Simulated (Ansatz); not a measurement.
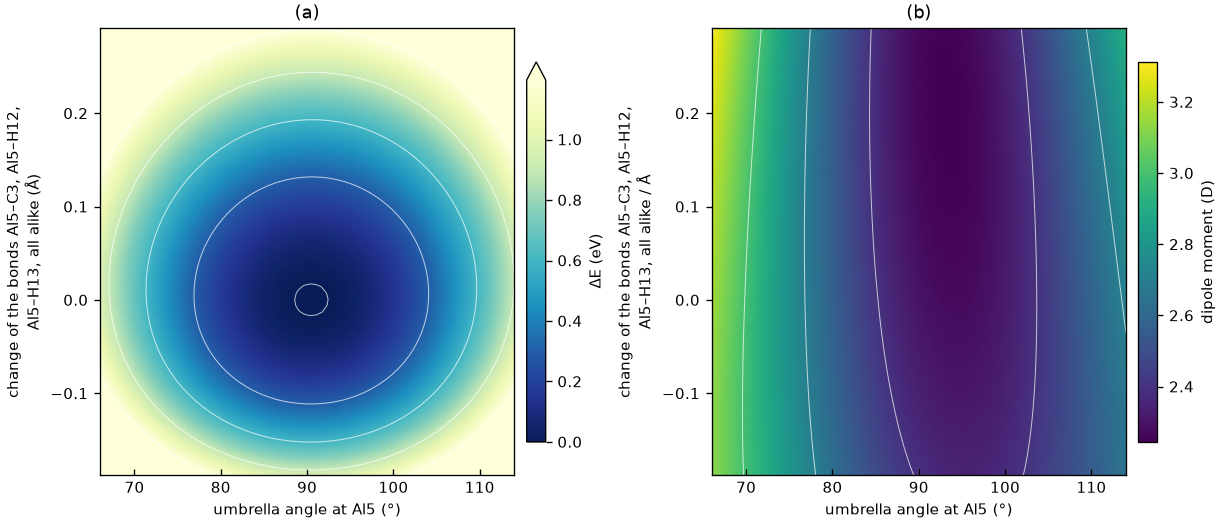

C3H8AlN, SMILES CC=[C](N)[AlH2]. First axis: umbrella angle at Al5 (between each of its bonds and their common axis; 90 is planar). Second axis: change of the bonds Al5–C3, Al5–H12, Al5–H13, all alike. Nothing is relaxed (all other coordinates rigid). Grid: 15 × 15 points. Points are written as (first, second). Energies: eV, counted from the lowest grid point. Level of theory: RKS SPW92 (LDA)/def2-SVP (Ansatz).

Panel (a) is the energy; panel (b) is the computed dipole moment, in D.

Drawn: a smooth colour map with a few white contour lines, one colour for all values above the top of the scale. Between grid points the surface is interpolated.

Q: How does the dipole moment vary over the map, and what is it at the lowest grid point?

A: Leaving out the highest fifth of the energies, it runs from 2.24 D at (93.4°, 0.188 Å) to 3.21 D at (66.0°, 0.120 Å). At the lowest grid point, (90.0°, 0.017 Å), it is 2.30 D.
